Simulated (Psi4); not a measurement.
## GeH2Cl2O: excited-state calculation

GeH2Cl2O, SMILES [OH][GeH]([Cl])[Cl], computed with TDA (PBE)/def2-TZVP, RKS (Psi4 1.11).

The geometry comes from this level: PBE0-D4/def2-TZVP.

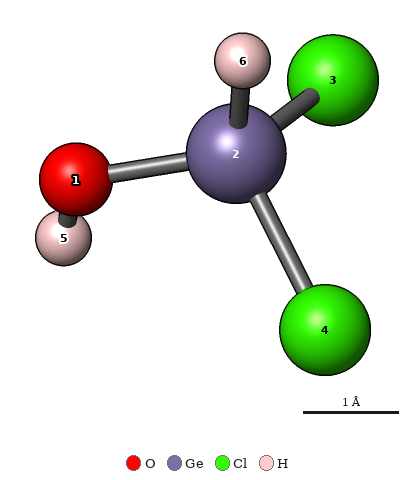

The structure as given in the input (ball-and-stick view, seen at a tilt; atoms are numbered from 1 in the order of the input). Sticks mark near contacts.

### The input (calc.inp)
```python
memory 1.6 GB

molecule {
  0 1
  O     -0.30424591     2.43963643    -1.16066979
  Ge    -0.12358809    -0.28119125     0.71601723
  Cl     3.68213135    -1.63007776     0.79689751
  Cl    -2.36669300    -3.21366825    -0.92105251
  H      0.23886138     2.17696450    -2.87427344
  H     -1.04690827     0.38720488     3.35558668
  units bohr
  symmetry c1
}

set {
  basis def2-TZVP
  puream true
  scf_type df
  dft_radial_points 99
  dft_spherical_points 590
  save_jk true
}

from psi4.driver.procrouting.response.scf_response import tdscf_excitations
e, wfn = energy("pbe", return_wfn=True)
states = tdscf_excitations(wfn, states=5, tda=True)
print_variables()
```

Hardware: 1 thread of Intel Xeon (Sapphire Rapids), 16 GiB of memory available, shared host.

Command:
```bash
psi4 -n 1 calc.inp calc.out
```

### Log
```
Psi4 1.11 release

   => Loading Basis Set <=

    Name: DEF2-TZVP
    Role: ORBITAL
    Keyword: BASIS

         ---------------------------------------------------------
                                   SCF
                              RKS Reference
                        1 Threads,   1525 MiB Core
         ---------------------------------------------------------

  ==> Geometry <==

    Molecular point group: c1
    Full point group: C1

    Geometry (in Bohr), charge = 0, multiplicity = 1:

       Center              X                  Y                   Z               Mass
    ------------   -----------------  -----------------  -----------------  -----------------
         O           -0.496887794486     3.357414432896    -1.349139848964    15.994914619570
         GE          -0.316229974486     0.636586752896     0.527547171036    73.921177761000
         CL           3.489489465514    -0.712299757104     0.608427451036    34.968852682000
         CL          -2.559334884486    -2.295890247104    -1.109522568964    34.968852682000
         H            0.046219495514     3.094742502896    -3.062743498964     1.007825032230
         H           -1.239550154486     1.304982882896     3.167116621036     1.007825032230

  Running in c1 symmetry.

  Rotational constants: A =      0.12502  B =      0.07407  C =      0.05285 [cm^-1]
  Rotational constants: A =   3748.15009  B =   2220.69462  C =   1584.27511 [MHz]
  Nuclear repulsion =  472.386035498478066

  Charge       = 0
  Multiplicity = 1
  Electrons    = 76
  Nalpha       = 38
  Nbeta        = 38

  ==> Algorithm <==

  SCF Algorithm Type is DF.
  DIIS enabled.
  MOM disabled.
  Fractional occupation disabled.
  Guess Type is SAD.
  Energy threshold   = 1.00e-06
  Density threshold  = 1.00e-06
  Integral threshold = 1.00e-12

  ==> Primary Basis <==

  Basis Set: DEF2-TZVP
    Blend: DEF2-TZVP
    Number of shells: 61
    Number of basis functions: 165
    Number of Cartesian functions: 187
    Spherical Harmonics?: true
    Max angular momentum: 3

  ==> DFT Potential <==

   => LibXC <=

    Version 7.1.2

   => Composite Functional: PBE <=

    PBE GGA Exchange-Correlation Functional

    Deriv               =              1
    GGA                 =           TRUE
    Meta                =          FALSE

    Exchange Hybrid     =          FALSE
    MP2 Hybrid          =          FALSE

   => Exchange Functionals <=

    1.0000     XC_GGA_X_PBE

   => Correlation Functionals <=

    1.0000     XC_GGA_C_PBE

   => LibXC Density Thresholds  <==

    XC_GGA_C_PBE:  1.00E-12
    XC_GGA_X_PBE:  1.00E-15

   => Molecular Quadrature <=

    Radial Scheme          =       TREUTLER
    Pruning Scheme         =           NONE
    Nuclear Scheme         =       TREUTLER

    Blocking Scheme        =         OCTREE
    BS radius alpha        =              1
    Pruning alpha          =              1
    Radial Points          =             99
    Spherical Points       =            590
    Total Points           =         328644
    Total Blocks           =           2455
    Max Points             =            256
    Max Functions          =            152
    Weights Tolerance      =       1.00E-15

   => Loading Basis Set <=

    Name: (DEF2-TZVP AUX)
    Role: JKFIT
    Keyword: DF_BASIS_SCF

  ==> Integral Setup <==

  DFHelper Memory: AOs need 0.132 GiB; user supplied 0.132 GiB.
  SCF_SUBTYPE=INCORE selected. In-core MEM_DF algorithm will be used.
  Using in-core AOs.

  ==> MemDFJK: Density-Fitted J/K Matrices <==

    J tasked:                   Yes
    K tasked:                    No
    wK tasked:                   No
    Memory [MiB]:               135
    Algorithm:                 Core
    Schwarz Cutoff:           1E-12
    Mask sparsity (%):       4.9073
    Fitting Condition:        1E-10

   => Auxiliary Basis Set <=

  Basis Set: (DEF2-TZVP AUX)
    Blend: DEF2-UNIVERSAL-JKFIT
    Number of shells: 173
    Number of basis functions: 635
    Number of Cartesian functions: 814
    Spherical Harmonics?: true
    Max angular momentum: 5

  Cached 50.0% of DFT collocation blocks in 0.538 [GiB].

  Minimum eigenvalue in the overlap matrix is 3.5032656110E-03.
  Reciprocal condition number of the overlap matrix is 6.6778783258E-04.
    Using symmetric orthogonalization.

  ==> Pre-Iterations <==

  SCF Guess: Superposition of Atomic Densities via on-the-fly atomic UHF (no occupation information).

   -------------------------
    Irrep   Nso     Nmo
   -------------------------
     A        165     165
   -------------------------
    Total     165     165
   -------------------------

  ==> Iterations <==

                           Total Energy        Delta E     RMS |[F,P]|

   @DF-RKS iter SAD: -3070.17771747447250   -3.07018e+03   0.00000e+00
   @DF-RKS iter   1: -3071.43532709212741   -1.25761e+00   1.96529e-02 DIIS/ADIIS
   @DF-RKS iter   2: -3055.25551113084884    1.61798e+01   6.68815e-02 DIIS/ADIIS
   @DF-RKS iter   3: -3072.63488926517539   -1.73794e+01   1.17502e-02 DIIS/ADIIS
   @DF-RKS iter   4: -3073.17397171523771   -5.39082e-01   2.61212e-03 DIIS/ADIIS
   @DF-RKS iter   5: -3073.21457511135804   -4.06034e-02   1.49529e-03 DIIS/ADIIS
   @DF-RKS iter   6: -3073.23664950410648   -2.20744e-02   1.93478e-04 DIIS/ADIIS
   @DF-RKS iter   7: -3073.23712899975317   -4.79496e-04   5.19871e-05 DIIS
   @DF-RKS iter   8: -3073.23716320519634   -3.42054e-05   9.68573e-06 DIIS
   @DF-RKS iter   9: -3073.23716420304891   -9.97853e-07   6.32368e-06 DIIS
   @DF-RKS iter  10: -3073.23716467896975   -4.75921e-07   9.95886e-07 DIIS
  Energy and wave function converged.

  ==> Post-Iterations <==

   Electrons on quadrature grid:
      Ntotal   =   76.0000004304 ; deviation = 4.304e-07

    Orbital Energies [Eh]
    ---------------------

    Doubly Occupied:

       1A   -397.128123     2A   -100.664656     3A   -100.664599
       4A    -49.230913     5A    -43.844997     6A    -43.844404
       7A    -43.843479     8A    -18.778410     9A     -9.179597
      10A     -9.179541    11A     -7.000729    12A     -7.000673
      13A     -6.993755    14A     -6.993697    15A     -6.993620
      16A     -6.993565    17A     -6.039268    18A     -4.256478
      19A     -4.255085    20A     -4.252081    21A     -1.166253
      22A     -1.163405    23A     -1.160739    24A     -1.158650
      25A     -1.158585    26A     -0.930007    27A     -0.769363
      28A     -0.747526    29A     -0.536565    30A     -0.444152
      31A     -0.377962    32A     -0.376331    33A     -0.340833
      34A     -0.306374    35A     -0.302914    36A     -0.294665
      37A     -0.292259    38A     -0.282805

    Virtual:

      39A     -0.065893    40A     -0.022895    41A     -0.010570
      42A      0.026890    43A      0.042707    44A      0.141763
      45A      0.158131    46A      0.164059    47A      0.172413
      48A      0.176896    49A      0.211987    50A      0.227989
      51A      0.251266    52A      0.280676    53A      0.291521
      54A      0.307099    55A      0.309677    56A      0.315175
      57A      0.324657    58A      0.337198    59A      0.354169
      60A      0.378070    61A      0.410786    62A      0.430335
      63A      0.447074    64A      0.457535    65A      0.489831
      66A      0.492985    67A      0.520856    68A      0.527639
      69A      0.537671    70A      0.570281    71A      0.596785
      72A      0.625211    73A      0.638006    74A      0.783017
      75A      0.831612    76A      0.848443    77A      0.914598
      78A      0.918118    79A      0.974816    80A      0.983139
      81A      1.023087    82A      1.039252    83A      1.056971
      84A      1.071688    85A      1.142707    86A      1.176384
      87A      1.197498    88A      1.294136    89A      1.300819
      90A      1.469146    91A      1.598205    92A      1.640530
      93A      1.666980    94A      1.673317    95A      1.684706
      96A      1.700560    97A      1.730767    98A      1.748821
      99A      1.758210   100A      1.771713   101A      1.806947
     102A      1.824718   103A      1.833645   104A      1.861849
     105A      1.870728   106A      1.989146   107A      1.990444
     108A      1.991448   109A      1.993122   110A      2.003135
     111A      2.019205   112A      2.029167   113A      2.058955
     114A      2.067800   115A      2.090074   116A      2.115557
     117A      2.131523   118A      2.132391   119A      2.147954
     120A      2.152973   121A      2.159061   122A      2.194567
     123A      2.236885   124A      2.286379   125A      2.293848
     126A      2.326461   127A      2.375541   128A      2.420935
     129A      2.516979   130A      2.525808   131A      2.634152
     132A      2.666522   133A      2.713088   134A      2.735883
     135A      2.735998   136A      2.816318   137A      2.844670
     138A      2.913564   139A      3.277657   140A      3.683106
     141A      4.295607   142A      4.601671   143A      4.669770
     144A      4.995798   145A      5.011754   146A      5.079219
     147A      5.102992   148A      5.258927   149A      5.337583
     150A      5.636097   151A      6.036074   152A      6.213879
     153A      6.377461   154A      6.378247   155A      6.766550
     156A      6.842395   157A     10.515909   158A     10.522690
     159A     10.527479   160A     10.533741   161A     10.796880
     162A     10.813623   163A     24.745286   164A     24.870642
     165A     43.156576

    Final Occupation by Irrep:
              A
    DOCC [    38 ]
    NA   [    38 ]
    NB   [    38 ]

  @DF-RKS Final Energy: -3073.23716467896975

   => Energetics <=

    Nuclear Repulsion Energy =            472.3860354984780656
    One-Electron Energy =               -5211.9813840511651506
    Two-Electron Energy =                1810.5494357418861000
    DFT Exchange-Correlation Energy =    -144.1912518681686777
    Empirical Dispersion Energy =           0.0000000000000000
    VV10 Nonlocal Energy =                  0.0000000000000000
    Total Energy =                      -3073.2371646789697479

Computation Completed

Properties will be evaluated at   0.000000,   0.000000,   0.000000 [a0]

Properties computed using the SCF density matrix

 Multipole Moments:

 ------------------------------------------------------------------------------------
     Multipole            Electronic (a.u.)      Nuclear  (a.u.)        Total (a.u.)
 ------------------------------------------------------------------------------------

 L = 1.  Multiply by 2.5417464519 to convert [e a0] to [Debye]
 Dipole X            :         -0.5747119            0.5248357           -0.0498762
 Dipole Y            :         -0.2556436            0.4905869            0.2349432
 Dipole Z            :          2.2725548           -2.3258532           -0.0532984
 Magnitude           :                                                    0.2460217

 ------------------------------------------------------------------------------------

	total time  =         16 seconds =       0.27 minutes

******************************************************************************************
**********                               WARNING                                **********
**********       The names of excited state variables changed between 1.5       **********
**********     and 1.6. For a quick solution, remove the symmetry specifier     **********
**********   from the variable name. For full details, see 'Notes on Psivars'   **********
**********                        in the documentation.                         **********
******************************************************************************************

         ---------------------------------------------------------
                         TDSCF excitation energies
         ---------------------------------------------------------

  ==> Options <==

     Residual threshold  : 1.0000e-04
     Initial guess       : denominators
     Reference           : RHF
     Solver type         : TDA (Davidson)

  ==> Requested Excitations <==

      5 singlet states with A symmetry

  ==> Seeking the lowest 5 singlet states with A symmetry

                         Generalized Davidson Solver

  ==> Options <==

    Max number of iterations        = 60
    Eigenvector tolerance           = 1.0000e-04
    Max number of expansion vectors = 1000

  => Iterations <=
                           Max[D[value]]     Max[|R|]   # vectors
  DavidsonSolver iter   1:   2.48813e-01  5.58434e-02     20
  DavidsonSolver iter   2:   3.10891e-03  1.19742e-02     25
  DavidsonSolver iter   3:   1.60083e-04  2.71142e-03     30
  DavidsonSolver iter   4:   5.48095e-06  5.81432e-04     35
  DavidsonSolver iter   5:   2.19420e-07  8.90927e-05     39      Converged

******************************************************************************************
**********                               WARNING                                **********
**********  Length-gauge rotatory strengths are **NOT** gauge-origin invariant  **********
******************************************************************************************

                                    Excitation Energy         Total Energy        Oscillator Strength             Rotatory Strength
     #   Sym: GS->ES (Trans)        au              eV              au          au (length)    au (velocity)    au (length)    au (velocity)
    ---- -------------------- --------------- --------------- --------------- --------------- --------------- --------------- ---------------
     1        A->A (1 A)       0.22229         6.04888        -3073.01487      0.0001          0.0003         -0.0000         -0.0001
     2        A->A (1 A)       0.23703         6.45001        -3073.00013      0.0235          0.0098         -0.0001         -0.0001
     3        A->A (1 A)       0.23949         6.51678        -3072.99768      0.0326          0.0270          0.0000         -0.0000
     4        A->A (1 A)       0.24621         6.69971        -3072.99095      0.0193          0.0185         -0.0003         -0.0002
     5        A->A (1 A)       0.24673         6.71383        -3072.99044      0.0223          0.0101          0.0004          0.0003

Contributing excitations
Only contributions with abs(coeff) > 1.00e-01 will be printed:

Excited State    1 (1 A):   0.22229 au   204.97 nm f = 0.0001
  Sums of squares: Xssq =  1.000000e+00
     38a  ->  39a     0.993410 (98.686%)

Excited State    2 (1 A):   0.23703 au   192.22 nm f = 0.0235
  Sums of squares: Xssq =  1.000000e+00
     34a  ->  39a    -0.243812 ( 5.944%)
     37a  ->  39a     0.943380 (88.997%)
     38a  ->  40a    -0.158736 ( 2.520%)

Excited State    3 (1 A):   0.23949 au   190.25 nm f = 0.0326
  Sums of squares: Xssq =  1.000000e+00
     36a  ->  39a    -0.974148 (94.896%)
     37a  ->  41a     0.105045 ( 1.103%)
     38a  ->  41a     0.118332 ( 1.400%)

Excited State    4 (1 A):   0.24621 au   185.06 nm f = 0.0193
  Sums of squares: Xssq =  1.000000e+00
     33a  ->  39a     0.126599 ( 1.603%)
     35a  ->  39a    -0.959278 (92.021%)
     36a  ->  39a     0.105507 ( 1.113%)
     36a  ->  40a     0.114162 ( 1.303%)
     38a  ->  41a     0.173304 ( 3.003%)

Excited State    5 (1 A):   0.24673 au   184.67 nm f = 0.0223
  Sums of squares: Xssq =  1.000000e+00
     34a  ->  39a    -0.935405 (87.498%)
     37a  ->  39a    -0.180457 ( 3.256%)
     38a  ->  40a     0.257161 ( 6.613%)

******************************************************************************************
**********                               WARNING                                **********
**********       The names of excited state variables changed between 1.5       **********
**********     and 1.6. For a quick solution, remove the symmetry specifier     **********
**********   from the variable name. For full details, see 'Notes on Psivars'   **********
**********                        in the documentation.                         **********
******************************************************************************************

  Variable Map:
  ----------------------------------------------------------------------------
  "CURRENT ENERGY"              =>   -3073.237164678970
  "CURRENT REFERENCE ENERGY"    =>   -3073.237164678970
  "DD SOLVATION ENERGY"         =>       0.000000000000
  "DFT FUNCTIONAL TOTAL ENERGY" =>   -3073.237164678970
  "DFT TOTAL ENERGY"            =>   -3073.237164678970
  "DFT VV10 ENERGY"             =>       0.000000000000
  "DFT XC ENERGY"               =>    -144.191251868169
  "GRID ELECTRONS ALPHA"        =>      38.000000215175
  "GRID ELECTRONS BETA"         =>      38.000000215175
  "GRID ELECTRONS TOTAL"        =>      76.000000430350
  "NUCLEAR REPULSION ENERGY"    =>     472.386035498478
  "ONE-ELECTRON ENERGY"         =>   -5211.981384051165
  "PCM POLARIZATION ENERGY"     =>       0.000000000000
  "PE ENERGY"                   =>       0.000000000000
  "SCF ITERATION ENERGY"        =>   -3073.237164678970
  "SCF ITERATIONS"              =>      10.000000000000
  "SCF TOTAL ENERGY"            =>   -3073.237164678970
  "TWO-ELECTRON ENERGY"         =>    1810.549435741886
  "XC GRID RADIAL POINTS"       =>      99.000000000000
  "XC GRID SPHERICAL POINTS"    =>     590.000000000000
  "XC GRID TOTAL POINTS"        =>  328644.000000000000

  Array Variable Map:
  ----------------------------------------------------------------------------
  "CURRENT DIPOLE"              =>      -0.049876194589 ... -0.053298368871 1 by 3
  "SCF DIPOLE"                  =>      -0.049876194589 ... -0.053298368871 1 by 3
  "SCF TOTAL ENERGIES"          =>   -3070.177717474473 ... -3073.237164678970 1 by 11

    Psi4 run time: 0:00:52.69
```

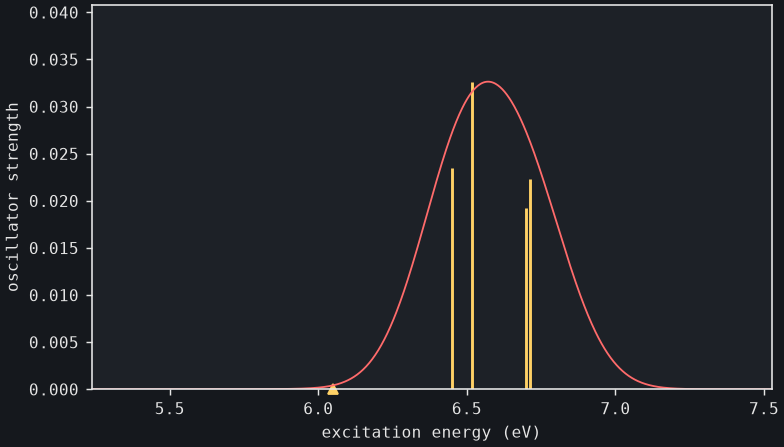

Computed excitations as sticks (degenerate states added up, dark ones marked on the axis), with a Gaussian envelope of 0.35 eV full width at half maximum, scaled to the tallest. Of the 5 states the lowest lies at 6.05 eV (f = 0.000); the strongest line is at 6.52 eV, or 190 nm (f = 0.033).

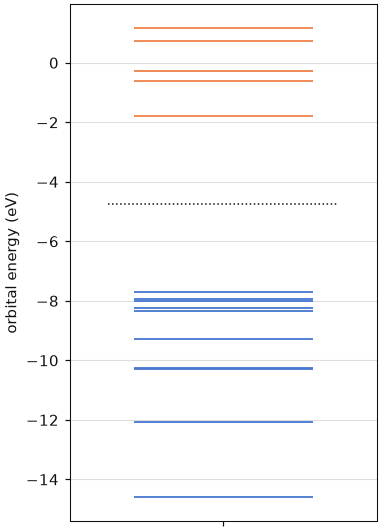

Orbital energies near the frontier; the dotted line parts filled from empty levels, and levels within 0.02 eV of each other stand side by side. Highest filled −7.70 eV, lowest empty −1.79 eV, 5.91 eV apart.

### Results in brief

| quantity | value |
| --- | --- |
| outcome | converged |
| total energy | −3073.237165 hartree |
| basis functions | 165 |
| HOMO | −7.70 eV |
| LUMO | −1.79 eV |
| dipole moment | 0.63 D |
| lowest excitation | 6.05 eV |
| wall time | 54 s |
| peak memory | 0.93 GiB |
